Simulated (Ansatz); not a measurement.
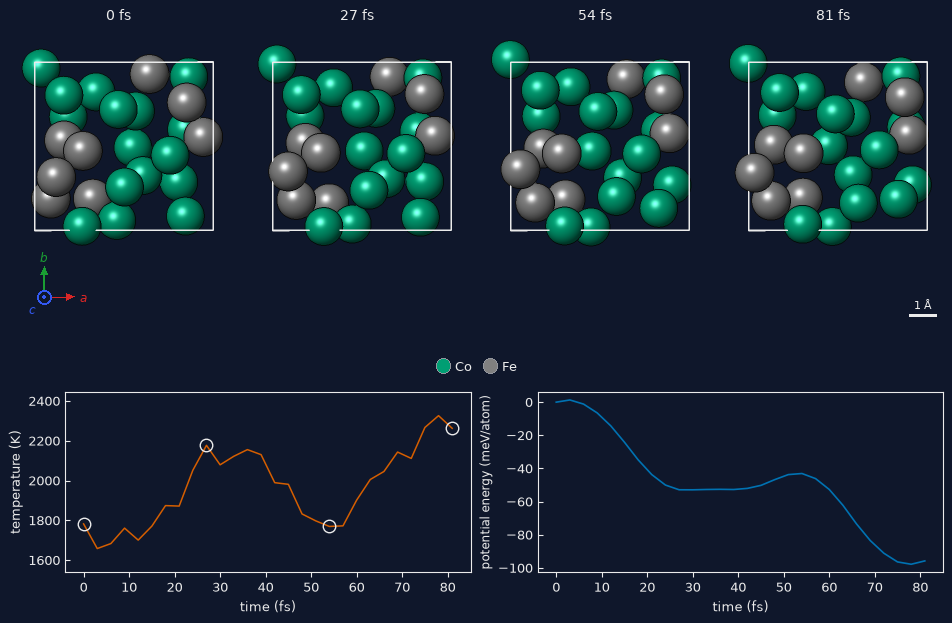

First-principles dynamics of an amorphous cell of composition FeCo$_{2}$ (24 atoms in the cell), 81 fs long. It starts from the last geometry of an earlier run, with fresh velocities. Frames and the history of the run. Style: spheres-only. Shown: the simulation cell, along the c axis.

Method: DFT PBE, scalar-relativistic, plane waves, PAW (Ansatz 0.2.0). Set-up: plane-wave cutoff 420 eV; k-point mesh 1 × 1 × 1; Fermi-Dirac smearing 0.16 eV; set temperature 1860 K; time step 3 fs.

Question: What happens in this trajectory?

Answer: Root-mean-square distances from the starting positions over the second half, with the common drift of all atoms taken out: Fe 0.43 Å, Co 0.43 Å. The run lasts only 81 fs, too short to tell vibration from diffusion. Over the second half the temperature averages 2015 K (spread ±182 K). The potential energy is still drifting at the end, so the run hasn't reached equilibrium. The potential energy in the second half lies on average 66.7 meV per atom below the first frame. The mean pressure there is 6.8 GPa.

Limits of the set-up: the k-point mesh is coarse for a cell with partly filled bands; the periodic images lie only 6.3 Å apart, so the values are limited by the cell's size.
